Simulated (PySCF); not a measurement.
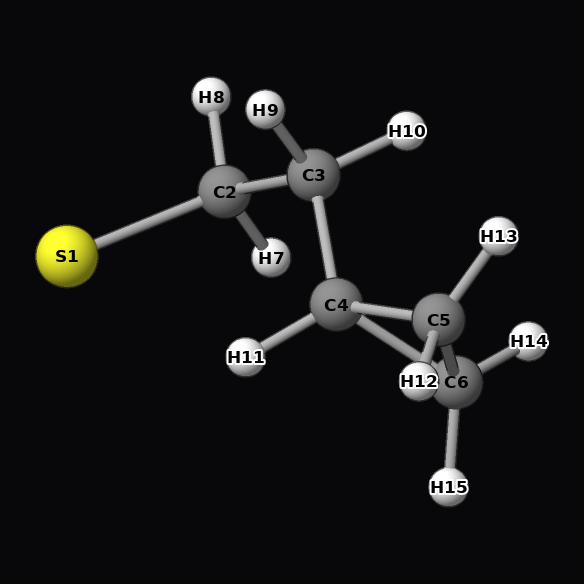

The questions are on ESP-fitted charges. State: charge −1, singlet. Computed geometry: GFN2-xTB optimisation. No frequency run is at hand to confirm it as a minimum. Properties computed with PBE0/pcSseg-1, gas phase (PySCF 2.14.0).

Which atom carries the highest charge (most positive or least negative)?

Answer. C4 (0.33 e).

And the lowest?

Answer. S1 (−0.85 e).

List the ESP-fitted charges.

```json
{"atom": "S1", "value (e)": "−0.85"}
{"atom": "C2", "value (e)": "−0.25"}
{"atom": "C3", "value (e)": "−0.44"}
{"atom": "C4", "value (e)": "0.33"}
{"atom": "C5", "value (e)": "−0.58"}
{"atom": "C6", "value (e)": "−0.19"}
{"atom": "H7", "value (e)": "0.09"}
{"atom": "H8", "value (e)": "0.13"}
{"atom": "H9", "value (e)": "0.14"}
{"atom": "H10", "value (e)": "0.12"}
{"atom": "H11", "value (e)": "0.04"}
{"atom": "H12", "value (e)": "0.16"}
{"atom": "H13", "value (e)": "0.15"}
{"atom": "H14", "value (e)": "0.07"}
{"atom": "H15", "value (e)": "0.07"}
```
